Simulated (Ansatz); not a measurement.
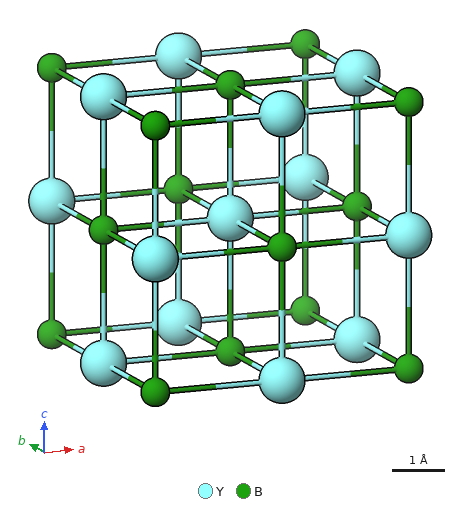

The starting point is crystalline YB (built on the rocksalt type). Style: ball-and-stick. Shown: the conventional cell (4 times the calculation's cell), slightly off an axis. Lengths and directions refer to the drawn axes.

The calculation used DFT r2SCAN, scalar-relativistic, plane waves, PAW in Ansatz 0.2.0. Settings: plane-wave cutoff 500 eV; k-point mesh 12 × 12 × 12; occupations gaussian; smearing width 0.05 eV; no spin polarisation.

Change: The cell is strained by +1.0 % along [0 1 1], −1.0 % along [0 1 −1], none along the third axis (volume 0.0 %), the atoms keeping their fractional coordinates. No relaxation follows.

Q: Predict the response.

A: The space group (tolerance 0.01 Å) goes from Fm-3m (No. 225) to Immm (No. 71). The energy changes by less than 1 meV per atom. Pressure: 0.0 GPa before, 0.0 GPa after. The principal stresses (compression positive) are 0.6 GPa along [0 1 1], −0.6 GPa along [0 1 −1], none along the third axis. All forces vanish by symmetry.
